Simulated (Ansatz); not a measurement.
Method: PBE (plane waves to 420 eV, PAW; Ansatz, an electronic-structure program).

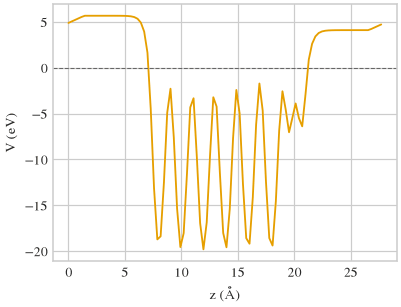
Electrostatic potential energy of an electron, averaged over planes parallel to the surface, in eV from the Fermi level, for a constructed model of the (100) surface of fcc Pt, a pseudomorphic layer of Sn in the host's stacking (bottom of the slab: a bare face, its two planes held)

Slab: 7 atoms, 12.0 Å thick at the start; k 13x13x1, smearing 0.1 eV, dipole-corrected; 2 atoms held, the rest relaxed; start symmetry kept, larger cells not searched; no spin, no spin-orbit, no U. It is one candidate, not shown to be the stable structure of the face.

Task: The surface cell has an area of 7.88 Å². What dipole along the normal does the step between the two vacuum levels imply?

Result: the top vacuum level lies 1.57 eV below the bottom one; p = −ε₀ A ΔV (ε₀ = 0.005526 e/(V·Å)) gives 0.07 e·Å a cell.
